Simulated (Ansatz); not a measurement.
```xyz
12

C    -1.4577   -0.0554    0.3666
C    -0.0795    0.1413   -0.1870
Si    1.3704   -0.6759    0.6833
C     0.1969    0.8704   -1.2765
Cl   -0.9856    1.7073   -2.2286
H    -1.5193    0.3121    1.4044
H    -1.7198   -1.1260    0.3957
H    -2.2143    0.4704   -0.2324
H     2.6381   -0.3478   -0.0345
H     1.1827   -2.1599    0.7155
H     1.4582   -0.1985    2.0986
H     1.2070    1.0067   -1.6708
```

Theory: RKS PBE0-D4/def2-SVP (Ansatz 0.2.0).

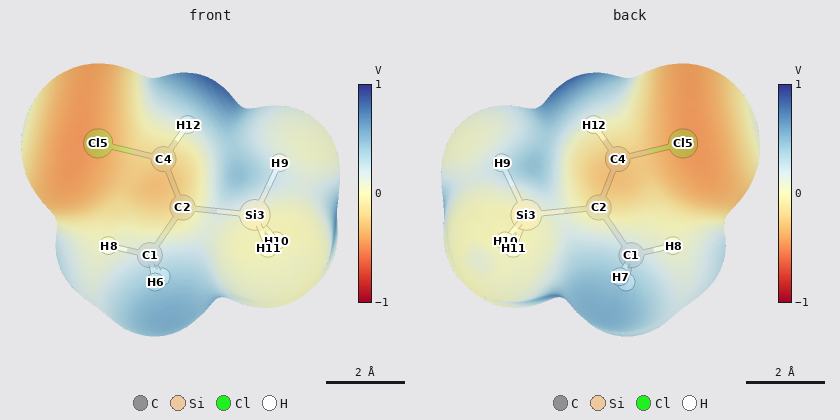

C₃H₇ClSi. The molecular electrostatic potential painted on the density surface at 0.001 e/bohr³, seen from the front and from behind; red is negative and blue positive.

### Where is the surface potential most negative and most positive?

The most negative region (about −0.5 V) lies over Cl5, the most positive (about +0.8 V) over H12.
